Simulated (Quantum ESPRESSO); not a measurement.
**RbCaH3 (Pm-3m): modes at Γ and the response to a field**

Which modes does RbCaH3 (Pm-3m) have at the zone centre?

Method: DFT LDA, scalar-relativistic, plane waves, PseudoDojo norm-conserving pseudopotentials, in Quantum ESPRESSO 7.5.

### 1. The structure

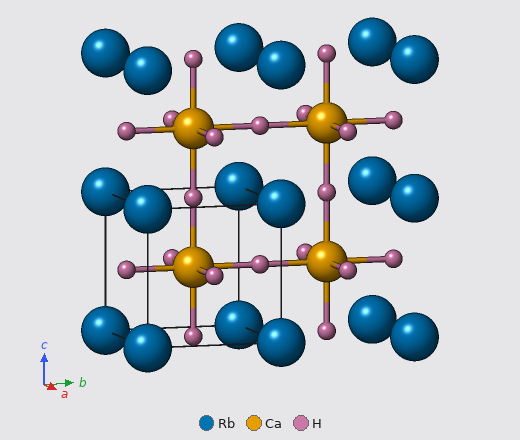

The starting structure, seen slightly off an axis (rubidium blue, calcium orange, hydrogen pink). 1×2×2 cells are drawn. Some periodic images of atoms are drawn too.

### 2. A first look

Before anything dear is run, a loose run with smearing shows whether this is a metal and how far the cell is from rest.

Contents of probe.in:

```
&control
   calculation = 'scf'
   prefix = 'x'
   outdir = './tmp'
   pseudo_dir = './pseudo'
   tprnfor = .true.
   tstress = .true.
   verbosity = 'high'
/
&system
   ibrav = 1
   celldm(1) = 8.59258469
   nat = 5
   ntyp = 3
   ecutwfc = 81.0
   occupations = 'smearing'
   smearing = 'gaussian'
   degauss = 0.01
/
&electrons
   conv_thr = 1.0d-07
   mixing_beta = 0.7
   electron_maxstep = 100
/
ATOMIC_SPECIES
 Rb     85.4678  Rb.upf
 Ca     40.0780  Ca.upf
 H       1.0080  H.upf
ATOMIC_POSITIONS crystal
 Rb     0.000000000   0.000000000   0.000000000
 Ca     0.500000000   0.500000000   0.500000000
 H      0.000000000   0.500000000   0.500000000
 H      0.500000000   0.000000000   0.500000000
 H      0.500000000   0.500000000   0.000000000
K_POINTS automatic
 4 4 4 0 0 0
```

Launch:

```
$ OMP_NUM_THREADS=1 mpirun -n 4 pw.x -nk 4 -in probe.in > probe.out
```

The log of the run:

```text
[banners, grids, parts of the stress and lines that vanish by symmetry left out]
Program PWSCF v.7.5
     bravais-lattice index     =            1
     lattice parameter (alat)  =       8.5926  a.u.
[...]
kinetic-energy cutoff     =      81.0000  Ry
     charge density cutoff     =     324.0000  Ry
     scf convergence threshold =      1.0E-07
[...]
Exchange-correlation= SLA  PW   NOGX NOGC
                           (   1   4   0   0   0   0   0)
[...]
48 Sym. Ops., with inversion, found
[...]
(     0          1          0      )
                  (     0          0          1      )
[...]
(  0.0000000  1.0000000  0.0000000 )
                  (  0.0000000  0.0000000  1.0000000 )
[...]
(     0         -1          0      )
                  (     0          0          1      )
[...]
( -1.0000000  0.0000000  0.0000000 )
                  (  0.0000000  1.0000000  0.0000000 )
[...]
number of k points=    10  Gaussian smearing, width (Ry)=  0.0100
[...]
End of self-consistent calculation
[...]
the Fermi energy is     2.6173 ev
!    total energy              =    -135.16005661 Ry
[...]
convergence has been achieved in   6 iterations
[...]
atom    1 type  1   force =     0.00000000    0.00000000    0.00000000
     atom    2 type  2   force =     0.00000000    0.00000000    0.00000000
     atom    3 type  3   force =     0.00000000    0.00000000    0.00000000
     atom    4 type  3   force =     0.00000000    0.00000000    0.00000000
     atom    5 type  3   force =     0.00000000    0.00000000    0.00000000
[...]
Total force =     0.000000     Total SCF correction =     0.000000
[...]
total   stress  (Ry/bohr**3)                   (kbar)     P=      -24.29
[...]
XML data file, charge density, pseudopotentials, collected wavefunctions

   JOB DONE.
```

Wall time 6.1 s (4 MPI ranks of Intel Xeon at 2.70GHz, shared host); 23 s of CPU time.

Read from the output:

```yaml
volume_per_atom: 18.80 Å³
pressure: -2.429 GPa
gap_on_the_k_mesh: 2.932 eV
```

A gap of 2.9 eV opens on this mesh, so the crystal is taken as an insulator; the start stands at -2.4 GPa.

### 3. Relaxation

The relaxation runs at a cutoff a fifth above that of the response, since stress converges more slowly with the basis than frequencies do. Forces and stress are brought to rest with tight thresholds.

Contents of relax.in:

```
&control
   calculation = 'vc-relax'
   prefix = 'x'
   outdir = './tmp'
   pseudo_dir = './pseudo'
   tprnfor = .true.
   tstress = .true.
   forc_conv_thr = 2.0d-05
   etot_conv_thr = 1.0d-07
   nstep = 40
/
&system
   ibrav = 1
   celldm(1) = 8.59258469
   nat = 5
   ntyp = 3
   ecutwfc = 97
   occupations = 'fixed'
   nbnd = 13
/
&electrons
   conv_thr = 1.0d-11
   mixing_beta = 0.7
   electron_maxstep = 100
/
&ions
/
&cell
   press_conv_thr = 0.2
/
ATOMIC_SPECIES
 Rb     85.4678  Rb.upf
 Ca     40.0780  Ca.upf
 H       1.0080  H.upf
ATOMIC_POSITIONS crystal
 Rb     0.000000000   0.000000000   0.000000000
 Ca     0.500000000   0.500000000   0.500000000
 H      0.000000000   0.500000000   0.500000000
 H      0.500000000   0.000000000   0.500000000
 H      0.500000000   0.500000000   0.000000000
K_POINTS automatic
 6 6 6 0 0 0
```

Launch:

```
$ OMP_NUM_THREADS=1 mpirun -n 4 pw.x -nk 4 -in relax.in > relax.out
```

The log of the run:

```text
[banners, grids, parts of the stress and lines that vanish by symmetry left out]
[banner, memory and clock lines left out]
Program PWSCF v.7.5

[...]
kinetic-energy cutoff     =      97.0000  Ry
     charge density cutoff     =     388.0000  Ry
     scf convergence threshold =      1.0E-11
[...]
energy convergence thresh.=      1.0E-07
     force convergence thresh. =      2.0E-05
     press convergence thresh. =      2.0E-01
     Exchange-correlation= SLA  PW   NOGX NOGC
                           (   1   4   0   0   0   0   0)
[...]
48 Sym. Ops., with inversion, found
[...]
number of k points=    20
[...]
c_bands:  1 eigenvalues not converged
     c_bands:  1 eigenvalues not converged
     c_bands:  1 eigenvalues not converged
     c_bands:  1 eigenvalues not converged
[...]
End of self-consistent calculation
[...]
highest occupied, lowest unoccupied level (ev):     1.8812    4.8137
!    total energy              =    -135.16009785 Ry
[...]
convergence has been achieved in   9 iterations
[...]
atom    1 type  1   force =     0.00000000    0.00000000    0.00000000
     atom    2 type  2   force =     0.00000000    0.00000000    0.00000000
     atom    3 type  3   force =     0.00000000    0.00000000    0.00000000
     atom    4 type  3   force =     0.00000000    0.00000000    0.00000000
     atom    5 type  3   force =     0.00000000    0.00000000    0.00000000
     Total force =     0.000000     Total SCF correction =     0.000000
[...]
total   stress  (Ry/bohr**3)                   (kbar)     P=      -24.20
[...]
number of bfgs steps    =   0
[...]
CELL_PARAMETERS (alat=  8.59258469)
[...]
ATOMIC_POSITIONS (crystal)
Rb               0.0000000000        0.0000000000        0.0000000000
Ca               0.5000000000        0.5000000000        0.5000000000
H                0.0000000000        0.5000000000        0.5000000000
H                0.5000000000        0.0000000000        0.5000000000
[...]
New effective cutoffs (rho, wfc):  390.87   97.79
[...]
End of self-consistent calculation
[...]
highest occupied, lowest unoccupied level (ev):     1.9712    4.8935
!    total energy              =    -135.16131596 Ry
[...]
convergence has been achieved in   6 iterations
[...]
atom    1 type  1   force =     0.00000000    0.00000000    0.00000000
     atom    2 type  2   force =     0.00000000    0.00000000    0.00000000
     atom    3 type  3   force =     0.00000000    0.00000000    0.00000000
     atom    4 type  3   force =     0.00000000    0.00000000    0.00000000
     atom    5 type  3   force =     0.00000000    0.00000000    0.00000000
     Total force =     0.000000     Total SCF correction =     0.000000
[...]
total   stress  (Ry/bohr**3)                   (kbar)     P=      -21.73
[...]
number of bfgs steps    =   1
[...]
WARNING: bfgs curvature condition failed, Theta= 0.898
[...]
CELL_PARAMETERS (alat=  8.59258469)
[...]
ATOMIC_POSITIONS (crystal)
[...]
New effective cutoffs (rho, wfc):  395.76   99.02
[...]
End of self-consistent calculation
[...]
highest occupied, lowest unoccupied level (ev):     2.1099    5.0157
!    total energy              =    -135.16287240 Ry
[...]
convergence has been achieved in   7 iterations
[...]
number of bfgs steps    =   3
[...]
CELL_PARAMETERS (alat=  8.59258469)
[...]
ATOMIC_POSITIONS (crystal)
[...]
New effective cutoffs (rho, wfc):  414.93  103.81
[...]
End of self-consistent calculation
[...]
highest occupied, lowest unoccupied level (ev):     2.6727    5.5001
!    total energy              =    -135.16551871 Ry
[...]
convergence has been achieved in   8 iterations
[...]
Total force =     0.000000     Total SCF correction =     0.000000
[...]
total   stress  (Ry/bohr**3)                   (kbar)     P=        0.33
[...]
number of bfgs steps    =   4
[...]
CELL_PARAMETERS (alat=  8.59258469)
[...]
ATOMIC_POSITIONS (crystal)
[...]
New effective cutoffs (rho, wfc):  414.60  103.73
[...]
End of self-consistent calculation
[...]
highest occupied, lowest unoccupied level (ev):     2.6627    5.4916
!    total energy              =    -135.16551943 Ry
[...]
convergence has been achieved in   6 iterations
[...]
Total force =     0.000000     Total SCF correction =     0.000000
[...]
total   stress  (Ry/bohr**3)                   (kbar)     P=       -0.02
[...]
number of bfgs steps    =   5
[...]
CELL_PARAMETERS (alat=  8.59258469)
[...]
ATOMIC_POSITIONS (crystal)
[...]
New effective cutoffs (rho, wfc):  414.62  103.73
[...]
End of self-consistent calculation
[...]
highest occupied, lowest unoccupied level (ev):     2.6633    5.4921
!    total energy              =    -135.16551943 Ry
[...]
convergence has been achieved in   4 iterations
[...]
atom    3 type  3   force =     0.00000000    0.00000000    0.00000000
     atom    4 type  3   force =     0.00000000    0.00000000    0.00000000
     atom    5 type  3   force =     0.00000000    0.00000000    0.00000000
     Total force =     0.000000     Total SCF correction =     0.000000
[...]
total   stress  (Ry/bohr**3)                   (kbar)     P=       -0.00
[...]
bfgs converged in   7 scf cycles and   6 bfgs steps
[...]
End of BFGS Geometry Optimization
     Final enthalpy           =    -135.1655194285 Ry
     File ./tmp/x.bfgs deleted, as requested
[...]
CELL_PARAMETERS (alat=  8.59258469)
[...]
ATOMIC_POSITIONS (crystal)
[...]
H                0.5000000000        0.0000000000        0.5000000000
H                0.5000000000        0.5000000000        0.0000000000
[...]
Final scf calculation at the relaxed structure.
[...]
kinetic-energy cutoff     =      97.0000  Ry
     charge density cutoff     =     388.0000  Ry
     scf convergence threshold =      1.0E-13
[...]
press convergence thresh. =      2.0E-01
     Exchange-correlation= SLA  PW   NOGX NOGC
                           (   1   4   0   0   0   0   0)
[...]
48 Sym. Ops., with inversion, found
[...]
number of k points=    20
[...]
c_bands:  1 eigenvalues not converged
[...]
c_bands:  1 eigenvalues not converged
[...]
End of self-consistent calculation
[...]
highest occupied, lowest unoccupied level (ev):     2.6633    5.4921
!    total energy              =    -135.16551082 Ry
[...]
convergence has been achieved in  10 iterations
[...]
atom    1 type  1   force =     0.00000000    0.00000000    0.00000000
     atom    2 type  2   force =     0.00000000    0.00000000    0.00000000
     atom    3 type  3   force =     0.00000000    0.00000000    0.00000000
     atom    4 type  3   force =     0.00000000    0.00000000    0.00000000
     atom    5 type  3   force =     0.00000000    0.00000000    0.00000000
     Total force =     0.000000     Total SCF correction =     0.000000
[...]
total   stress  (Ry/bohr**3)                   (kbar)     P=        0.01
[...]
XML data file, charge density, pseudopotentials, collected wavefunctions
```

Run time: 1.7 min. Hardware: 4 MPI ranks.

Relaxation path:

```
step  energy less that of the first step (eV)  largest force (eV/Å)  pressure (GPa)  volume (Å³)
   1                                   0.0000                0.0000           -2.42        94.01
   2                                  -0.0166                0.0000           -2.17        92.85
   3                                  -0.0377                0.0000           -1.78        91.14
   4                                  -0.0607                0.0000           -1.12        88.61
   5                                  -0.0738                0.0000            0.03        84.90
   6                                  -0.0738                0.0000            0.00        85.00
   7                                  -0.0738                0.0000            0.00        84.99
   8                                  -0.0736                0.0000            0.00        84.99
```

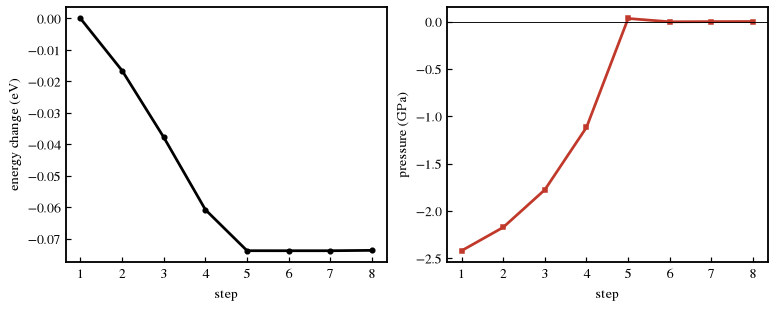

Energy and pressure along the relaxation.

```
conventional cell, symmetrised  before  after  change
                         a (Å)   4.547  4.397  -3.3 %
                         b (Å)   4.547  4.397  -3.3 %
                         c (Å)   4.547  4.397  -3.3 %
              volume (Å³/atom)   18.80  17.00  -9.6 %
```

Final coordinates:

```
CELL_PARAMETERS angstrom
4.39669 0.00000 0.00000
0.00000 4.39669 0.00000
0.00000 0.00000 4.39669
ATOMIC_POSITIONS crystal
Rb 0.00000 0.00000 0.00000
Ca 0.50000 0.50000 0.50000
H 0.00000 0.50000 0.50000
H 0.50000 0.00000 0.50000
H 0.50000 0.50000 0.00000
```

The last row of the table of steps is pw.x's closing run on a basis chosen anew for the final cell, so its energy can jump.

This step gave:

- volume per atom: 17.00 Å³
- pressure: 0.001 GPa
- gap on the k-mesh: 2.829 eV

The volume changes by -9.6 % from the cell with which this run began.

### 4. Ground state

Perturbation theory inherits every error of the wavefunctions, so the threshold is set near the limit of the arithmetic. With a gap, occupations are fixed, which also allows the response to an electric field.

Contents of scf.in:

```
&control
   calculation = 'scf'
   prefix = 'x'
   outdir = './tmp'
   pseudo_dir = './pseudo'
   tprnfor = .true.
   tstress = .true.
/
&system
   ibrav = 1
   celldm(1) = 8.30853859
   nat = 5
   ntyp = 3
   ecutwfc = 81.0
   occupations = 'fixed'
   nbnd = 13
/
&electrons
   conv_thr = 1.0d-12
   mixing_beta = 0.7
   electron_maxstep = 100
/
ATOMIC_SPECIES
 Rb     85.4678  Rb.upf
 Ca     40.0780  Ca.upf
 H       1.0080  H.upf
ATOMIC_POSITIONS crystal
 Rb     0.000000000   0.000000000   0.000000000
 Ca     0.500000000   0.500000000   0.500000000
 H      0.000000000   0.500000000   0.500000000
 H      0.500000000   0.000000000   0.500000000
 H      0.500000000   0.500000000   0.000000000
K_POINTS automatic
 6 6 6 0 0 0
```

Launch:

```
$ OMP_NUM_THREADS=1 mpirun -n 4 pw.x -nk 4 -in scf.in > scf.out
```

The log of the run:

```text
[banners, grids, parts of the stress and lines that vanish by symmetry left out]
[banner, memory and clock lines left out]
Program PWSCF v.7.5

[...]
kinetic-energy cutoff     =      81.0000  Ry
     charge density cutoff     =     324.0000  Ry
     scf convergence threshold =      1.0E-12
[...]
Exchange-correlation= SLA  PW   NOGX NOGC
                           (   1   4   0   0   0   0   0)
[...]
48 Sym. Ops., with inversion, found
[...]
number of k points=    20
[...]
c_bands:  1 eigenvalues not converged
[...]
c_bands:  1 eigenvalues not converged
     c_bands:  1 eigenvalues not converged
     c_bands:  1 eigenvalues not converged
[...]
c_bands:  1 eigenvalues not converged
     c_bands:  1 eigenvalues not converged
[...]
End of self-consistent calculation
[...]
highest occupied, lowest unoccupied level (ev):     2.6633    5.4921
!    total energy              =    -135.16548798 Ry
[...]
convergence has been achieved in  11 iterations
[...]
atom    1 type  1   force =     0.00000000    0.00000000    0.00000000
     atom    2 type  2   force =     0.00000000    0.00000000    0.00000000
     atom    3 type  3   force =     0.00000000    0.00000000    0.00000000
     atom    4 type  3   force =     0.00000000    0.00000000    0.00000000
     atom    5 type  3   force =     0.00000000    0.00000000    0.00000000
     Total force =     0.000000     Total SCF correction =     0.000000
[...]
total   stress  (Ry/bohr**3)                   (kbar)     P=       -0.01
[...]
XML data file, charge density, pseudopotentials, collected wavefunctions
```

Wall time 17 s (4 MPI ranks); 67 s of CPU time.

This step gave:

```
pressure : -0.001 GPa
```

The cell stands at -0.001 GPa, close enough for phonons.

(Continued in part 2 of 3.)

[Host names and launcher messages were left out of these logs when they were recorded.]

[Logs are printed without paths, hosts, clocks, repeated set-up lines and the standing remarks that a program may print on its own settings, such as how far it seeks lower states.]

[Hosts, paths, dates, database ids (printed as entryN), source tags and the programs' standing remarks are cut or masked in the printed files.]
